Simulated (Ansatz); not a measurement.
# Al₂F₄H₂S₂: single points with varied inputs

Aim: run Al₂F₄H₂S₂ under a spread of inputs, and see what each costs and gives.

Method: the settings change from run to run; program: Ansatz 0.2.0, Gaussian basis.

**1. The relaxed structure**

An earlier PBE0-D4 in a triple-zeta def2 set relaxation fixed the geometry.

10 atoms, charge 0, spin multiplicity 1.

Atoms are counted from 1 here; the program's logs count them from 0.

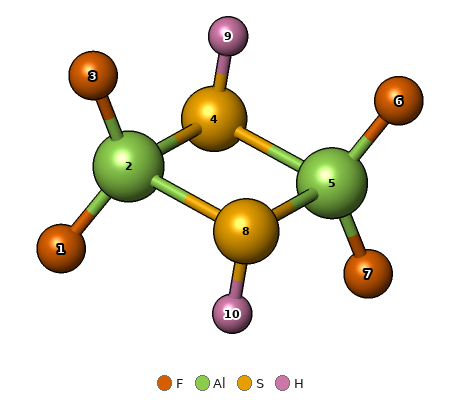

The geometry (fluorine orange, aluminium green, sulfur amber, hydrogen pink); atoms are numbered from 1 in the order of the file.

**2. SVWN5/6-31G**

Options: atoms shaken by 0.08 Å.

Contents of in.yaml:

```yaml
crystal:
  periodic: [false, false, false]
  atoms:
    - {symbol: F, position_ang: [0.686638, -2.574366, -0.108732]}
    - {symbol: Al, position_ang: [0.752691, -1.146645, 0.690341]}
    - {symbol: F, position_ang: [1.366721, -0.917394, 2.096617]}
    - {symbol: S, position_ang: [-1.449741, -0.376089, 0.919292]}
    - {symbol: Al, position_ang: [-0.548290, 1.091581, -0.766326]}
    - {symbol: F, position_ang: [-0.695801, 2.574584, 0.020544]}
    - {symbol: F, position_ang: [-1.400056, 0.855078, -2.254613]}
    - {symbol: S, position_ang: [1.583633, 0.307364, -0.808482]}
    - {symbol: H, position_ang: [-1.238628, 0.531065, 1.962422]}
    - {symbol: H, position_ang: [1.037197, -0.492300, -1.823751]}
basis:
  gaussian: {orbitals: 6-31G}
hamiltonian: {xc: {name: SVWN5}}
output: {forces: true}
```

Started as:

```sh
ansatz run in.yaml --threads 4 --pin off --events-out ev --progress --plain --max-ram 11315MiB
```

What it wrote (excerpt; [...] marks lines left out):

```text
Functional definition: SVWN5
  name "SVWN5"
  cite "Dirac, Proc. Camb. Phil. Soc. 26, 376 (1930) doi:10.1017/S0305004100016108"
  cite "Slater, Phys. Rev. 81, 385 (1951) doi:10.1103/PhysRev.81.385"
  cite "Vosko, Wilk & Nusair, Can. J. Phys. 58, 1200 (1980) doi:10.1139/p80-159"
[...]
1202 factors; their error is unknown
[...]
mean field -45567.77029971 eV, -1674.5846715702 hartree, gradient 2.3e-5 eV, S^2 0.000000; 0 other end points of the search recorded, 0 dependent functions left out
[...]
reference -45567.77035528 eV, -1674.5846736123 hartree; 48, 48 occupied and 44, 44 virtual orbitals, 1202 factors
Total energy: -45567.77035528 eV, -1674.5846736123 hartree
Atom 0 at     0.686638    -2.574366    -0.108732 Å, force     0.014148    -1.624140    -0.924769 eV/Å
Atom 1 at     0.752691    -1.146645     0.690341 Å, force    -2.444568    -0.547671    -2.694460 eV/Å
Atom 2 at     1.366721    -0.917394     2.096617 Å, force     2.485979     0.747980     5.191042 eV/Å
Atom 3 at    -1.449741    -0.376089     0.919292 Å, force    -0.141621     0.210807    -0.162590 eV/Å
Atom 4 at    -0.548290     1.091581    -0.766326 Å, force    -2.064246     0.602822    -0.411388 eV/Å
Atom 5 at    -0.695801     2.574584     0.020544 Å, force     0.090824     0.473300     0.114276 eV/Å
Atom 6 at    -1.400056     0.855078    -2.254613 Å, force     0.688860     0.004419     0.596389 eV/Å
Atom 7 at     1.583633     0.307364    -0.808482 Å, force     0.869780     0.371826    -1.294311 eV/Å
Atom 8 at    -1.238628     0.531065     1.962422 Å, force    -0.048362    -0.095052    -0.054768 eV/Å
Atom 9 at     1.037197    -0.492300    -1.823751 Å, force     0.549207    -0.144291    -0.359422 eV/Å
Dipole moment:     0.289623    -0.004943     0.020197 e Å
```

It took 0.95 s on 4 threads of Intel Xeon Platinum 8259CL at 2.50GHz, shared host.

Largest force 5.804 eV/Å, dipole 1.39 D.

**3. r2SCAN0/cc-pVTZ**

This run has a point charge of 0.50 e beside it, the search for lower states set to off.

Contents of in.yaml:

```yaml
crystal:
  periodic: [false, false, false]
  atoms:
    - {symbol: F, position_ang: [0.739050, -2.644479, 0.001101]}
    - {symbol: Al, position_ang: [0.737673, -1.162630, 0.712792]}
    - {symbol: F, position_ang: [1.474262, -0.848698, 2.148594]}
    - {symbol: S, position_ang: [-1.462031, -0.393461, 0.873105]}
    - {symbol: Al, position_ang: [-0.719557, 1.153587, -0.711853]}
    - {symbol: F, position_ang: [-0.715319, 2.631437, 0.008270]}
    - {symbol: F, position_ang: [-1.459435, 0.849884, -2.148065]}
    - {symbol: S, position_ang: [1.477966, 0.379108, -0.878438]}
    - {symbol: H, position_ang: [-1.175224, 0.422563, 1.906400]}
    - {symbol: H, position_ang: [1.185715, -0.438611, -1.908904]}
basis:
  gaussian: {orbitals: cc-pVTZ, point_charges: [{charge: 0.50, position_ang: [4.848, 0.008, -0.240]}]}
hamiltonian: {xc: {name: r2SCAN0}}
scf: {lower_state_search: off}
```

Launched as before.

What it wrote (excerpt; [...] marks lines left out):

```text
Functional definition: r2SCAN0
  name "r2SCAN0"
  cite "Bursch, Neugebauer, Ehlert & Grimme, J. Chem. Phys. 156, 134105 (2022) doi:10.1063/5.0086040"
  cite "Furness, Kaplan, Ning, Perdew & Sun, J. Phys. Chem. Lett. 11, 8208 (2020) doi:10.1021/acs.jpclett.0c02405"
  cite "Furness, Kaplan, Ning, Perdew & Sun, J. Phys. Chem. Lett. 11, 9248 (2020) doi:10.1021/acs.jpclett.0c03077"
  parent r2scan
[...]
1842 factors; their error is unknown
[...]
mean field -45774.00985969 eV, -1682.1638356055 hartree, gradient 4.4e-6 eV, S^2 0.000000; 0 other end points of the search recorded, 0 dependent functions left out
reference -45774.00987477 eV, -1682.1638361594 hartree; 48, 48 occupied and 236, 236 virtual orbitals, 1842 factors
Total energy: -45774.00987477 eV, -1682.1638361594 hartree
Checks for a lower state left out: stability, starts, cluster_reference, orbital_swaps, neighbouring_geometries, increment
```

Run time: 6 s. Hardware: 4 threads of Intel Xeon Platinum 8259CL at 2.50GHz, shared host; peak memory 0.96 GiB.

**4. RPBE/cc-pVTZ-DK**

Options: multiplicity 3, coordinates scaled by 1.05, a grid of angular degree 47, D3(BJ) with three-body dispersion, high accuracy.

Contents of in.yaml:

```yaml
crystal:
  periodic: [false, false, false]
  atoms:
    - {symbol: F, position_ang: [0.776002, -2.776703, 0.001156]}
    - {symbol: Al, position_ang: [0.774557, -1.220762, 0.748432]}
    - {symbol: F, position_ang: [1.547975, -0.891133, 2.256024]}
    - {symbol: S, position_ang: [-1.535133, -0.413134, 0.916760]}
    - {symbol: Al, position_ang: [-0.755534, 1.211266, -0.747445]}
    - {symbol: F, position_ang: [-0.751085, 2.763009, 0.008683]}
    - {symbol: F, position_ang: [-1.532407, 0.892379, -2.255468]}
    - {symbol: S, position_ang: [1.551864, 0.398064, -0.922360]}
    - {symbol: H, position_ang: [-1.233985, 0.443691, 2.001720]}
    - {symbol: H, position_ang: [1.245001, -0.460541, -2.004349]}
basis:
  gaussian: {orbitals: cc-pVTZ-DK, final_grid: {core_spheres: 20, valence_spheres: 16, degree: 47}}
magnetization: {spin_polarized: true, initial_magnetization: 2}
hamiltonian: {xc: {name: RPBE}, dispersion: d3bjatm}
accuracy: high
```

Launched as before.

What it wrote (excerpt; [...] marks lines left out):

```text
Functional definition: RPBE
  name "RPBE"
  cite "Hammer, Hansen & Nørskov, Phys. Rev. B 59, 7413 (1999) doi:10.1103/PhysRevB.59.7413"
  cite "Perdew, Burke & Ernzerhof, Phys. Rev. Lett. 77, 3865 (1996) doi:10.1103/PhysRevLett.77.3865"
[...]
4919 factors; integrals over basis functions are off by at most 2.3e-8 eV
[...]
mean field -45864.55677711 eV, -1685.4913734456 hartree, gradient 3.6e-8 eV, S^2 2.005311; 20 other end points of the search recorded, 0 dependent functions left out
reference -45864.55678261 eV, -1685.4913736479 hartree; 49, 47 occupied and 235, 237 virtual orbitals, 4919 factors
Total energy: -45866.68767161 eV, -1685.5696823740 hartree
Relativity: scalar
```

Wall time 2.1 min (4 threads of Intel Xeon Platinum 8259CL at 2.50GHz, shared host); peak memory 2.5 GiB.

⟨S²⟩ 2.005.

**5. SPW92/aug-cc-pVTZ**

Set apart from the defaults: density fitting with cc-pVTZ-jkfit, finite nuclei, relativity set to none.

Contents of in.yaml:

```yaml
crystal:
  periodic: [false, false, false]
  atoms:
    - {symbol: F, position_ang: [0.739050, -2.644479, 0.001101]}
    - {symbol: Al, position_ang: [0.737673, -1.162630, 0.712792]}
    - {symbol: F, position_ang: [1.474262, -0.848698, 2.148594]}
    - {symbol: S, position_ang: [-1.462031, -0.393461, 0.873105]}
    - {symbol: Al, position_ang: [-0.719557, 1.153587, -0.711853]}
    - {symbol: F, position_ang: [-0.715319, 2.631437, 0.008270]}
    - {symbol: F, position_ang: [-1.459435, 0.849884, -2.148065]}
    - {symbol: S, position_ang: [1.477966, 0.379108, -0.878438]}
    - {symbol: H, position_ang: [-1.175224, 0.422563, 1.906400]}
    - {symbol: H, position_ang: [1.185715, -0.438611, -1.908904]}
basis:
  gaussian: {orbitals: aug-cc-pVTZ, fitting: {mean_field: cc-pVTZ-jkfit}, nuclear_model: gaussian}
hamiltonian: {xc: {name: SPW92}, pseudopotentials: {relativity: none}}
output: {forces: true}
```

Launched as before.

What it wrote (excerpt; [...] marks lines left out):

```text
Functional definition: SPW92
  name "SPW92"
  cite "Dirac, Proc. Camb. Phil. Soc. 26, 376 (1930) doi:10.1017/S0305004100016108"
  cite "Slater, Phys. Rev. 81, 385 (1951) doi:10.1103/PhysRev.81.385"
  cite "Perdew & Wang, Phys. Rev. B 45, 13244 (1992) doi:10.1103/PhysRevB.45.13244"
[...]
860 factors; integrals over basis functions are off by at most 8.4e-1 eV
[...]
mean field -45582.66193998 eV, -1675.1319292564 hartree, gradient 3.0e-5 eV, S^2 0.000000; 0 other end points of the search recorded, 0 dependent functions left out
[...]
reference -45582.66201613 eV, -1675.1319320546 hartree; 48, 48 occupied and 382, 382 virtual orbitals, 860 factors
Total energy: -45582.66201613 eV, -1675.1319320546 hartree
Atom 0 at     0.739050    -2.644479     0.001101 Å, force    -0.008519    -0.178539    -0.105301 eV/Å
Atom 1 at     0.737673    -1.162630     0.712792 Å, force    -0.151595     0.241993    -0.148628 eV/Å
Atom 2 at     1.474262    -0.848698     2.148594 Å, force     0.084894     0.056851     0.178468 eV/Å
Atom 3 at    -1.462031    -0.393461     0.873105 Å, force    -0.027759    -0.237511    -0.358805 eV/Å
Atom 4 at    -0.719557     1.153587    -0.711853 Å, force     0.152258    -0.241954     0.149446 eV/Å
Atom 5 at    -0.715319     2.631437     0.008270 Å, force     0.009403     0.176890     0.104675 eV/Å
Atom 6 at    -1.459435     0.849884    -2.148065 Å, force    -0.085488    -0.056262    -0.180466 eV/Å
Atom 7 at     1.477966     0.379108    -0.878438 Å, force     0.027642     0.238189     0.359259 eV/Å
Atom 8 at    -1.175224     0.422563     1.906400 Å, force     0.111937     0.248681     0.289697 eV/Å
Atom 9 at     1.185715    -0.438611    -1.908904 Å, force    -0.112773    -0.248338    -0.288346 eV/Å
Dipole moment:    -0.001308    -0.002047    -0.002214 e Å
```

Wall time 4.7 s (4 threads of Intel Xeon Platinum 8259CL at 2.50GHz, shared host); peak memory 1.1 GiB.

Largest force 0.432 eV/Å, dipole 0.02 D.

**6. PBE-QIDH/6-31G**

Set apart from the defaults: multiplicity 3, a point charge of 0.50 e beside it, the search for lower states set to full.

Changes to in.yaml since step 5:

```diff
@@ -14,4 +14,5 @@
 basis:
-  gaussian: {orbitals: aug-cc-pVTZ, fitting: {mean_field: cc-pVTZ-jkfit}, nuclear_model: gaussian}
-hamiltonian: {xc: {name: SPW92}, pseudopotentials: {relativity: none}}
-output: {forces: true}
+  gaussian: {orbitals: 6-31G, point_charges: [{charge: 0.50, position_ang: [5.307, 0.238, 0.111]}]}
+magnetization: {spin_polarized: true, initial_magnetization: 2}
+hamiltonian: {xc: {name: PBE-QIDH}}
+scf: {lower_state_search: full}
```

Launched as before.

What it wrote (excerpt; [...] marks lines left out):

```text
Functional definition: PBE-QIDH
  name "PBE-QIDH"
  cite "Brémond, Sancho-García, Pérez-Jiménez & Adamo, J. Chem. Phys. 141, 031101 (2014) doi:10.1063/1.4890314"
  cite "Perdew, Burke & Ernzerhof, Phys. Rev. Lett. 77, 3865 (1996) doi:10.1103/PhysRevLett.77.3865"
[...]
932 factors; integrals over basis functions are off by at most 2.7e-4 eV
[...]
mean field -45711.08844783 eV, -1679.8515163690 hartree, gradient 6.2e-6 eV, S^2 2.006954; 11 other end points of the search recorded, 0 dependent functions left out
24 core orbitals not correlated: weight in the atoms' cores, before any rotation towards them, 1.000 or more for the frozen orbitals, at most 0.000 for the correlated occupied ones
reference -45711.08846655 eV, -1679.8515170573 hartree; 25, 23 occupied and 43, 45 virtual orbitals, 932 factors
second order -20.73017889 eV of doubles, -0.00000000 eV of singles
Total energy: -45717.99852619 eV, -1680.1054570649 hartree
```

It took 24 s on 4 threads of Intel Xeon Platinum 8259CL at 2.50GHz, shared host; peak memory 0.46 GiB.

⟨S²⟩ 2.007.

**7. LC-wPBE/STO-3G**

Changes to in.yaml since step 6:

```diff
@@ -14,5 +14,3 @@
 basis:
-  gaussian: {orbitals: 6-31G, point_charges: [{charge: 0.50, position_ang: [5.307, 0.238, 0.111]}]}
-magnetization: {spin_polarized: true, initial_magnetization: 2}
-hamiltonian: {xc: {name: PBE-QIDH}}
-scf: {lower_state_search: full}
+  gaussian: {orbitals: STO-3G}
+hamiltonian: {xc: {name: LC-wPBE}}
```

Launched as before.

What it wrote (excerpt; [...] marks lines left out):

```text
Functional definition: LC-wPBE
  name "LC-wPBE"
  cite "Vydrov & Scuseria, J. Chem. Phys. 125, 234109 (2006) doi:10.1063/1.2409292"
  cite "Heyd & Scuseria, J. Chem. Phys. 120, 7274 (2004) doi:10.1063/1.1668634"
  cite "Ernzerhof & Perdew, J. Chem. Phys. 109, 3313 (1998) doi:10.1063/1.476928"
  cite "Perdew, Burke & Ernzerhof, Phys. Rev. Lett. 77, 3865 (1996) doi:10.1103/PhysRevLett.77.3865"
  parent pbe
[...]
703 factors; integrals over basis functions are off by at most 5.9e-5 eV
286 factors; integrals over basis functions are off by at most 1.1e-6 eV
[...]
mean field -45196.84296816 eV, -1660.9533435595 hartree, gradient 4.5e-5 eV, S^2 0.000000; 0 other end points of the search recorded, 0 dependent functions left out
reference -45196.84296817 eV, -1660.9533435596 hartree; 48, 48 occupied and 10, 10 virtual orbitals, 703 factors
Total energy: -45196.84296817 eV, -1660.9533435596 hartree
```

Wall time 0.95 s (4 threads of Intel Xeon Platinum 8259CL at 2.50GHz, shared host).

**8. PBE0-DH/cc-pVDZ**

This run has atoms shaken by 0.03 Å.

Contents of in.yaml:

```yaml
crystal:
  periodic: [false, false, false]
  atoms:
    - {symbol: F, position_ang: [0.749900, -2.662159, -0.026323]}
    - {symbol: Al, position_ang: [0.701386, -1.171601, 0.718108]}
    - {symbol: F, position_ang: [1.487046, -0.826858, 2.165568]}
    - {symbol: S, position_ang: [-1.459866, -0.310756, 0.876208]}
    - {symbol: Al, position_ang: [-0.698949, 1.153074, -0.705463]}
    - {symbol: F, position_ang: [-0.767738, 2.657591, -0.019541]}
    - {symbol: F, position_ang: [-1.449789, 0.891705, -2.136105]}
    - {symbol: S, position_ang: [1.498429, 0.447181, -0.897944]}
    - {symbol: H, position_ang: [-1.168875, 0.468152, 1.886745]}
    - {symbol: H, position_ang: [1.278375, -0.456420, -1.900723]}
basis:
  gaussian: {orbitals: cc-pVDZ}
hamiltonian: {xc: {name: PBE0-DH}}
```

The command is unchanged.

What it wrote (excerpt; [...] marks lines left out):

```text
Functional definition: PBE0-DH
  name "PBE0-DH"
  cite "Brémond & Adamo, J. Chem. Phys. 135, 024106 (2011) doi:10.1063/1.3604569"
  cite "Perdew, Burke & Ernzerhof, Phys. Rev. Lett. 77, 3865 (1996) doi:10.1103/PhysRevLett.77.3865"
[...]
1348 factors; integrals over basis functions are off by at most 4.8e-4 eV
[...]
mean field -45744.23653116 eV, -1681.0696859631 hartree, gradient 5.3e-6 eV, S^2 0.000000; 0 other end points of the search recorded, 0 dependent functions left out
24 core orbitals not correlated: weight in the atoms' cores, before any rotation towards them, 1.000 or more for the frozen orbitals, at most 0.000 for the correlated occupied ones
reference -45744.23655949 eV, -1681.0696870040 hartree; 24, 24 occupied and 90, 90 virtual orbitals, 1348 factors
second order -38.12369674 eV of doubles, -0.00000000 eV of singles
Total energy: -45749.00202158 eV, -1681.2448145057 hartree
```

Run time: 3.7 s. Hardware: 4 threads of Intel Xeon Platinum 8259CL at 2.50GHz, shared host; peak memory 0.45 GiB.

**9. SVWN5/def2-TZVPP**

Options: atoms shaken by 0.08 Å, density fitting with def2-universal-jkfit.

Contents of in.yaml:

```yaml
crystal:
  periodic: [false, false, false]
  atoms:
    - {symbol: F, position_ang: [0.734118, -2.503748, -0.022945]}
    - {symbol: Al, position_ang: [0.700466, -1.139352, 0.656532]}
    - {symbol: F, position_ang: [1.300603, -0.928983, 2.074439]}
    - {symbol: S, position_ang: [-1.362929, -0.454699, 0.766757]}
    - {symbol: Al, position_ang: [-0.679992, 1.362916, -0.790094]}
    - {symbol: F, position_ang: [-0.758236, 2.664903, -0.148345]}
    - {symbol: F, position_ang: [-1.469193, 0.978655, -2.171375]}
    - {symbol: S, position_ang: [1.464011, 0.313892, -0.975621]}
    - {symbol: H, position_ang: [-1.377343, 0.556233, 1.892212]}
    - {symbol: H, position_ang: [1.345133, -0.480219, -1.883082]}
basis:
  gaussian: {orbitals: def2-TZVPP, fitting: {mean_field: def2-universal-jkfit}}
hamiltonian: {xc: {name: SVWN5}}
output: {forces: true}
```

The command is unchanged.

What it wrote (excerpt; [...] marks lines left out):

```text
Functional definition: SVWN5
  name "SVWN5"
  cite "Dirac, Proc. Camb. Phil. Soc. 26, 376 (1930) doi:10.1017/S0305004100016108"
  cite "Slater, Phys. Rev. 81, 385 (1951) doi:10.1103/PhysRev.81.385"
  cite "Vosko, Wilk & Nusair, Can. J. Phys. 58, 1200 (1980) doi:10.1139/p80-159"
[...]
856 factors; integrals over basis functions are off by at most 1.6e0 eV
[...]
mean field -45581.84068339 eV, -1675.1017486331 hartree, gradient 8.6e-5 eV, S^2 0.000000; 0 other end points of the search recorded, 0 dependent functions left out
[...]
reference -45581.84073225 eV, -1675.1017504288 hartree; 48, 48 occupied and 272, 272 virtual orbitals, 856 factors
Total energy: -45581.84073225 eV, -1675.1017504288 hartree
Atom 0 at     0.734118    -2.503748    -0.022945 Å, force     0.106422    -4.380690    -2.233209 eV/Å
Atom 1 at     0.700466    -1.139352     0.656532 Å, force    -0.400556     3.399700    -0.584476 eV/Å
Atom 2 at     1.300603    -0.928983     2.074439 Å, force     1.586455     0.560196     3.002494 eV/Å
Atom 3 at    -1.362929    -0.454699     0.766757 Å, force    -1.637895     2.922087     1.343411 eV/Å
Atom 4 at    -0.679992     1.362916    -0.790094 Å, force     0.548298    -9.695041    -3.812984 eV/Å
Atom 5 at    -0.758236     2.664903    -0.148345 Å, force    -0.297730     8.221606     4.125296 eV/Å
Atom 6 at    -1.469193     0.978655    -2.171375 Å, force    -0.047632     0.114776    -0.198058 eV/Å
Atom 7 at     1.464011     0.313892    -0.975621 Å, force     0.728370     4.032681     4.078989 eV/Å
Atom 8 at    -1.377343     0.556233     1.892212 Å, force     0.263722    -1.876064    -1.768785 eV/Å
Atom 9 at     1.345133    -0.480219    -1.883082 Å, force    -0.849454    -3.299250    -3.952679 eV/Å
Dipole moment:     0.025361     0.249602     0.013627 e Å
```

It took 2.4 s on 4 threads of Intel Xeon Platinum 8259CL at 2.50GHz, shared host; peak memory 0.55 GiB.

Largest force 10.432 eV/Å, dipole 1.21 D.

**10. HF/6-31G***

This run has multiplicity 3, atoms shaken by 0.08 Å, a point charge of 0.50 e beside it.

Contents of in.yaml:

```yaml
crystal:
  periodic: [false, false, false]
  atoms:
    - {symbol: F, position_ang: [0.826496, -2.511480, 0.031041]}
    - {symbol: Al, position_ang: [0.813303, -1.104179, 0.693647]}
    - {symbol: F, position_ang: [1.424981, -0.851162, 2.077280]}
    - {symbol: S, position_ang: [-1.450843, -0.360915, 0.761466]}
    - {symbol: Al, position_ang: [-0.646251, 1.073257, -0.881535]}
    - {symbol: F, position_ang: [-0.762949, 2.591653, 0.117483]}
    - {symbol: F, position_ang: [-1.551067, 0.642802, -2.282187]}
    - {symbol: S, position_ang: [1.486380, 0.282608, -0.799801]}
    - {symbol: H, position_ang: [-1.175424, 0.355666, 1.915809]}
    - {symbol: H, position_ang: [1.113913, -0.460774, -1.933434]}
basis:
  gaussian: {orbitals: "6-31G*", point_charges: [{charge: 0.50, position_ang: [4.239, 0.598, -0.033]}]}
magnetization: {spin_polarized: true, initial_magnetization: 2}
hamiltonian: {xc: {name: HF}}
```

Same command.

What it wrote (excerpt; [...] marks lines left out):

```text
Functional definition: HF
  name "HF"
  cite "Fock, Z. Phys. 61, 126 (1930) doi:10.1007/BF01340294"
  parent pbe
[...]
1226 factors; integrals over basis functions are off by at most 7.0e-4 eV
[...]
mean field -45658.14961864 eV, -1677.9060502798 hartree, gradient 3.2e-6 eV, S^2 2.029106; 6 other end points of the search recorded, 0 dependent functions left out
reference -45658.14961864 eV, -1677.9060502798 hartree; 49, 47 occupied and 91, 93 virtual orbitals, 1226 factors
Total energy: -45658.14961864 eV, -1677.9060502798 hartree
```

It took 28 s on 4 threads of Intel Xeon Platinum 8259CL at 2.50GHz, shared host; peak memory 0.67 GiB.

⟨S²⟩ 2.029.

**11. All runs side by side**

| level | charge | multiplicity | geometry | functions | energy (eV) | time |
| --- | --- | --- | --- | --- | --- | --- |
| SVWN5/6-31G | 0 | 1 | shaken | 92 | -45567.770 | 0.95 s |
| r2SCAN0/cc-pVTZ | 0 | 1 | relaxed, point charge | 284 | -45774.010 | 6 s |
| RPBE/cc-pVTZ-DK | 0 | 3 | scaled | 284 | -45866.688 | 2.1 min |
| SPW92/aug-cc-pVTZ | 0 | 1 | relaxed | 430 | -45582.662 | 4.7 s |
| PBE-QIDH/6-31G | 0 | 3 | relaxed, point charge | 92 | -45717.999 | 24 s |
| LC-wPBE/STO-3G | 0 | 1 | relaxed | 58 | -45196.843 | 0.95 s |
| PBE0-DH/cc-pVDZ | 0 | 1 | shaken | 138 | -45749.002 | 3.7 s |
| SVWN5/def2-TZVPP | 0 | 1 | shaken | 320 | -45581.841 | 2.4 s |
| HF/6-31G* | 0 | 3 | shaken, point charge | 140 | -45658.150 | 28 s |

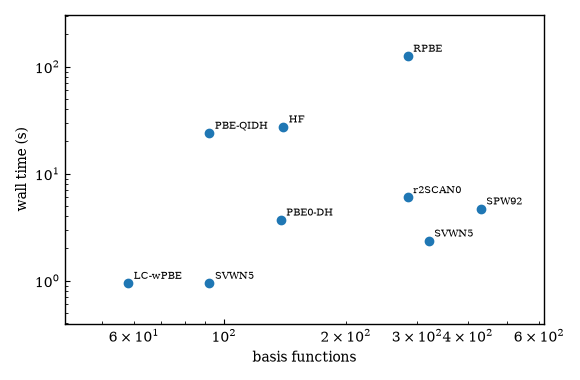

Wall time against the number of basis functions (shared host).

**12. What came out**

| quantity | value |
| --- | --- |
| runs | 9 |
| quickest | SVWN5/6-31G, 0.95 s |
| slowest | RPBE/cc-pVTZ-DK, 2.1 min |
| spread of total energies, same state and geometry | 385.8 eV |

**Reading.** RPBE/cc-pVTZ-DK took 133 times as long as SVWN5/6-31G. The jobs differ in tasks and options as well as level. Total energies at one charge and spin differ by 386 eV between levels, so only differences within one level mean anything. At the PBE0-D4/def2-TZVP geometry and in the same state, the sound runs without point charges leave forces up to 0.43 eV/Å (SPW92/aug-cc-pVTZ), against 10.4 eV/Å where the atoms were moved.
